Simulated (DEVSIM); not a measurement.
Device: Cr/Si3N4/p-GaAs capacitor, at 300 K.

| layer (left to right) | material | thickness (nm) | Na (cm⁻³) |
|---|---|---|---|
| 1 | Si3N4 | 14.0 | - |
| 2 | GaAs | 610 | 1.1e18 |

Metal gate on the left, work function 4.5 eV. Fixed charge at the semiconductor interface 0 cm⁻² (in units of +e); no interface traps.

This is a model device: material constants are rounded textbook-type values typed into the input, and sizes, dopings and lifetimes were drawn at random. Values at 300 K.

```csv
parameter,Si3N4,GaAs
gap (eV),5.1,1.424
affinity (eV),2.1,4.07
permittivity,7.5,12.9
Nc (cm⁻³),-,4.7e17
Nv (cm⁻³),-,9e18
```

Simulated with DEVSIM: 1D Poisson equation in equilibrium, Boltzmann statistics, complete ionisation; no quantum confinement or tunnelling. Metal contacts follow the ideal Schottky-Mott rule: no Fermi-level pinning, no interface dipoles.

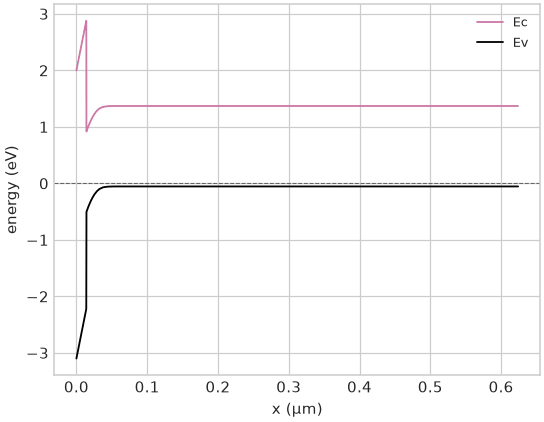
Band edges at 0.4 V on the gate

Energies count from the Fermi level of the right contact; mesh points crowd at the junctions.

```
x (μm)    Ec (eV)  Ev (eV)  n (cm⁻³)  p (cm⁻³)  field (V/cm)
--------  -------  -------  --------  --------  ------------
0.000       2.000   -3.100     < 1e2     < 1e2        630000
0.001059    2.067   -3.033     < 1e2     < 1e2        630000
0.002920    2.184   -2.916     < 1e2     < 1e2        630000
0.006189    2.389   -2.711     < 1e2     < 1e2        630000
0.01088     2.685   -2.415     < 1e2     < 1e2        630000
0.01283     2.807   -2.293     < 1e2     < 1e2        630000
0.01393     2.877   -2.223     < 1e2     < 1e2        630000
0.01554     0.965   -0.459     < 1e2    1.8e11        340000
0.01816     1.049   -0.375     < 1e2    4.6e12        300000
0.02295     1.176   -0.248     < 1e2    6.1e14        230000
0.03270     1.326   -0.098     < 1e2    2.0e17         84000
0.06228     1.370   -0.054     < 1e2    1.1e18           110
0.1100      1.370   -0.054     < 1e2    1.1e18           ≈ 0
0.2037      1.370   -0.054     < 1e2    1.1e18           ≈ 0
0.4210      1.370   -0.054     < 1e2    1.1e18           ≈ 0
0.5213      1.370   -0.054     < 1e2    1.1e18           ≈ 0
0.5723      1.370   -0.054     < 1e2    1.1e18           ≈ 0
0.5982      1.370   -0.054     < 1e2    1.1e18           ≈ 0
0.6143      1.370   -0.054     < 1e2    1.1e18           ≈ 0
0.6197      1.370   -0.054     < 1e2    1.1e18           ≈ 0
0.6223      1.370   -0.054     < 1e2    1.1e18           ≈ 0
0.6240      1.370   -0.054     < 1e2    1.1e18           ≈ 0
```
